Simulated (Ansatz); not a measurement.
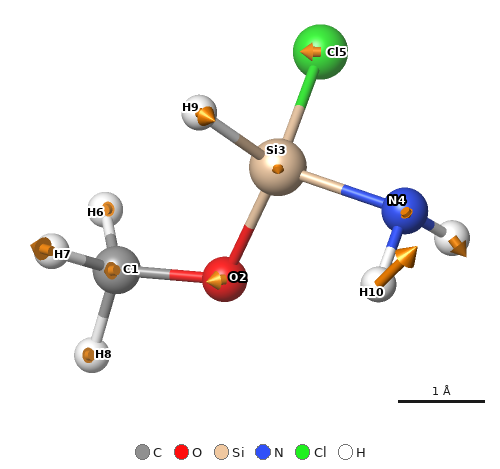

A relaxation of CH$_{6}$ClNOSi (coarse preliminary run). The starting structure is drawn; orange arrows show the displacements, at their true length. The two geometries are superimposed by the best rigid fit.

A ball-and-stick model, seen at a tilt.

The start comes from a force field.

Method: RKS PBE-D4/def2-SVP (Ansatz). Set-up: force threshold 0.03 eV/Å; at most 200 steps.

What happened in the run?

Answer. Over 14 accepted moves (16 points after the start) the energy falls by 13.8 kcal/mol. Largest force component: 3.9 eV/Å at the start, 0.026 eV/Å at the end. The line search rejected the trial steps at points 4, 8 of the run. The forces were under the threshold at step 12, but the run went on from there. The largest move after the best rigid fit is that of an H atom, 0.73 Å. Largest moves by element: H 0.73 Å, O 0.25 Å, Cl 0.25 Å, C 0.22 Å, N 0.12 Å, Si 0.10 Å. Among the contacts that change: H–N 0.945 → 1.023 Å, C–O 1.360 → 1.416 Å, O–Si 1.627 → 1.671 Å, H–N 1.063 → 1.023 Å. Bond angles that change, for instance: Si–N–H 101.3° → 119.1°, Si–N–H 107.9° → 120.9°, C–O–Si 117.1° → 125.7°. Groups turn about O–Si by about 20°. The run took roughly 2.3 core-minutes on a shared host.
